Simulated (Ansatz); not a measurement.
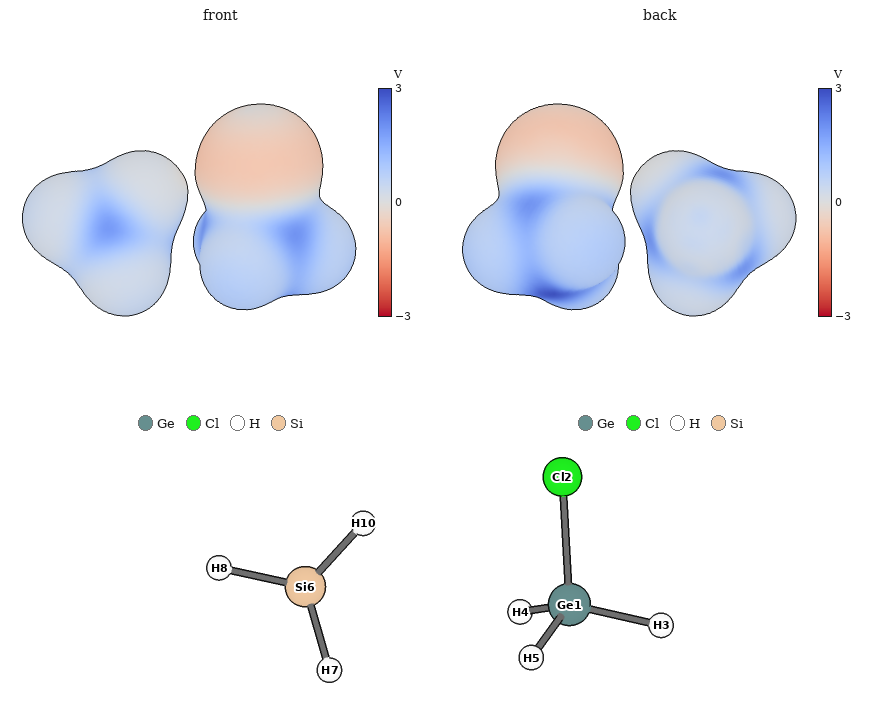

The picture shows: ClGeH₃···SiH₄. The molecular electrostatic potential painted on the density surface at 0.004 e/bohr³, seen from the front and from behind; red is negative and blue positive. The bare structure is drawn below in the same view.

Theory: Ansatz 0.2.0, RKS PBE0/def2-SVP.

```xyz
10

Ge    0.7033   -0.0541   -0.1750
Cl    1.3176    0.0438    1.8988
H     1.9534    0.1655   -1.0383
H    -0.3334    1.0567   -0.3973
H     0.0945   -1.4439   -0.4059
Si   -3.2971    0.0467    1.4010
H    -3.2239   -0.8551    0.2117
H    -4.4376   -0.3707    2.2687
H    -3.5077    1.4508    0.9382
H    -2.0182   -0.0395    2.1662
```

### Which sites attract a positive test charge, and which a negative one?

A positive charge is drawn to the negative regions and a negative charge to the positive ones. The most negative region (about −0.7 V) lies over Cl2, the most positive (about +2.6 V) over Ge1.
